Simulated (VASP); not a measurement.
Band structure of SiO₂ (rutile). These are PBE GGA with D3 dispersion (Becke-Johnson damping), VASP's PBE PAW potentials (set 64) (plane waves; VASP) values and carry that method's errors.

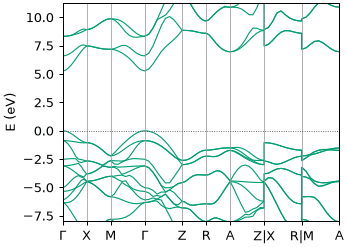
Fig. 1. Bands along high-symmetry lines, zero at the valence-band maximum or, without a gap, the Fermi level

Read the plot: is there a gap, and where are the band edges?

The gap is direct, 5.27 eV, from the valence maximum at Γ to the conduction minimum at Γ. (Edges off the drawn lines would not show.)

The compound is SiO2 in the rutile structure, stishovite, a high-pressure form. It was relaxed first.
